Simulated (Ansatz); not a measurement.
## Electronic structure of FH$_{4}$OPSi (SMILES F[SiH2]OP) in real space

```yaml
atoms:
  - { symbol: F, position_ang: [-1.9336, 1.6558, -0.5346] }
  - { symbol: Si, position_ang: [-0.4809, 1.2237, -0.0144] }
  - { symbol: O, position_ang: [-0.3019, -0.3851, -0.3436] }
  - { symbol: P, position_ang: [1.0739, -1.3305, -0.3682] }
  - { symbol: H, position_ang: [0.5493, 1.9982, -0.7494] }
  - { symbol: H, position_ang: [-0.4163, 1.4618, 1.4470] }
  - { symbol: H, position_ang: [1.9776, -0.4496, -1.0522] }
  - { symbol: H, position_ang: [1.6477, -0.9843, 0.9013] }
```

These are results of RKS B3LYP-D4/6-31G* in Ansatz, not measurements.

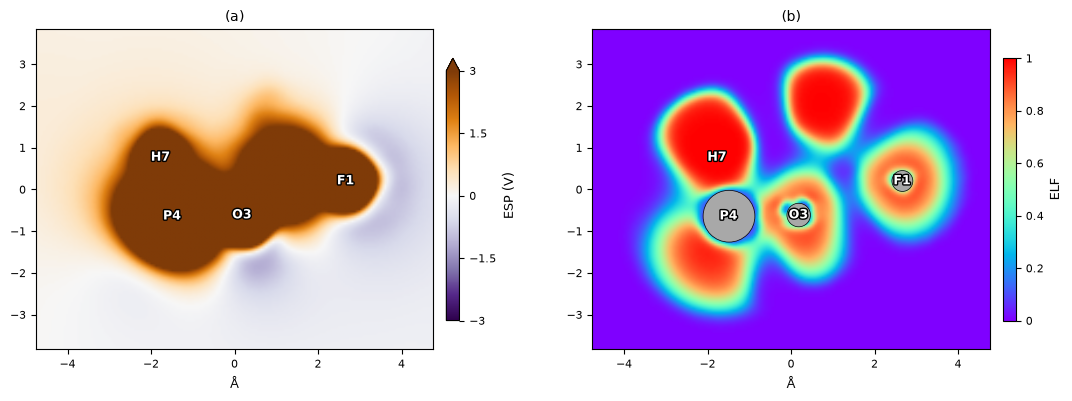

Figure 1. (a) electrostatic potential; (b) ELF on the plane of atoms O3, P4 and H7. Grey discs cover the atomic cores in the ELF map.

**Describe what can be read from this map.**

The plane passes through F, O, P and H nuclei. P–O (1.67 Å): the ELF peaks at about 0.85 between the atoms: a shared but strongly polarised pair. P–H (1.44 Å): the ELF climbs to about 1 towards the hydrogen, as it does in any bond to H. The ELF also peaks beside P4, O3 and F1, away from the bonds: lone-pair regions. Outside the dense part of the molecule the potential is most negative (−1.2 V) near O3.

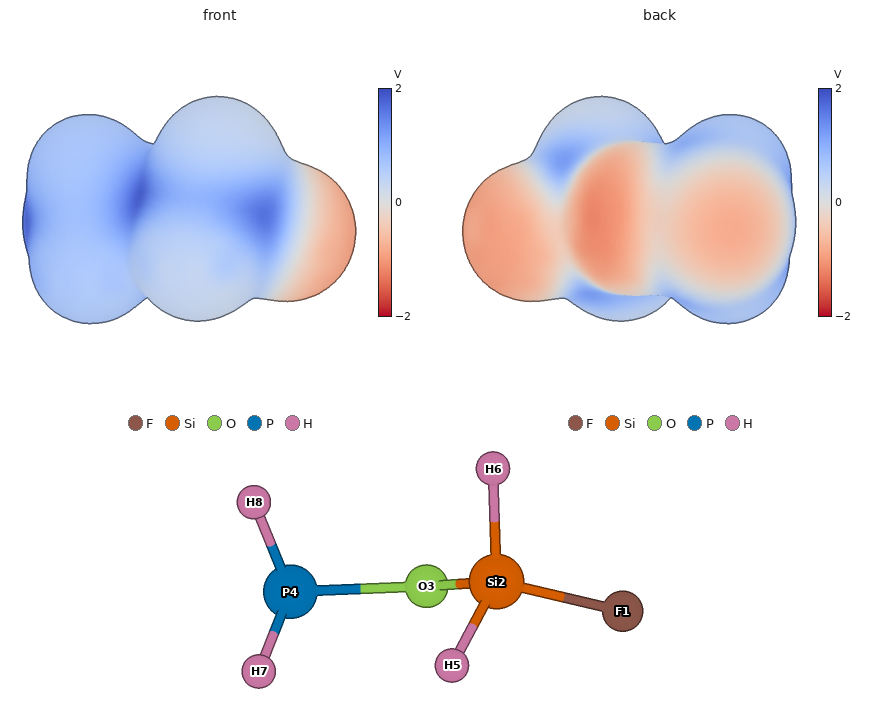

Figure 2. The electrostatic potential painted on the density surface at 0.002 e/bohr³, seen from the front and from behind; the colour scale runs from red (negative) to blue (positive). The bare structure is drawn below in the same view.

**Where is the surface potential most negative and most positive?**

The most negative region (about −1.1 V) lies over O3, the most positive (about +1.7 V) over Si2 and P4. O3 is the likeliest acceptor of a hydrogen bond.

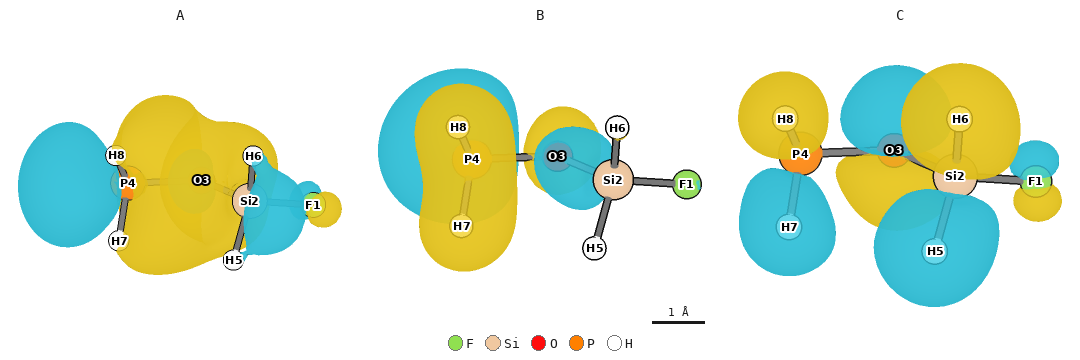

Figure 3. Three frontier orbitals at ±0.08 Å⁻³ᐟ² (yellow and cyan are the two phases), in no order.

**Which picture is the HOMO−1, the HOMO and the LUMO?**

C is the HOMO−1 (−8.66 eV). By Hirshfeld shares it lies mainly on O3 (about 45 %), Si2 (about 15 %), H6 (about 10 %), H5 (about 10 %) and P4 (about 10 %). B is the HOMO (−7.37 eV). Its weight (Hirshfeld) is mainly on P4 (about 65 %), O3 (about 15 %), H8 (about 10 %) and H7 (about 5 %); largely a lone pair of P4. A is the LUMO (−0.46 eV). By Hirshfeld shares it lies mainly on P4 (about 55 %), O3 (about 15 %) and Si2 (about 15 %).

**What is the HOMO–LUMO gap?**

6.91 eV between the orbital energies.
